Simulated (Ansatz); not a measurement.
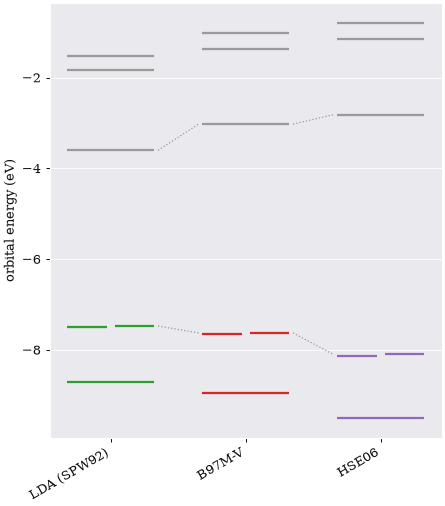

Frontier orbital energies of SnHIF₂, SMILES [F][SnH]([F])[I], singlet at one geometry, def2-TZVPP, the Ansatz code, at a PBE0-D4/def2-TZVP geometry (a minimum by its frequencies). Empty levels are grey, levels within 0.1 eV stand side by side; all columns show the same few orbitals around the gap. Dotted lines join the HOMOs and the LUMOs.

### Compare the HOMO-LUMO separations.

The separation grows from 3.87 eV (LDA (SPW92)) to 5.28 eV (HSE06).

```csv
level,HOMO (eV),LUMO (eV),separation (eV)
LDA (SPW92),−7.47,−3.60,3.87
B97M-V,−7.63,−3.03,4.60
HSE06,−8.10,−2.82,5.28
```

Caveats, for all or some of the runs: core potentials past krypton; empty levels above zero depend strongly on the basis; spin-orbit coupling is left out, and with Sn and I it can shift these levels and split any degenerate set.
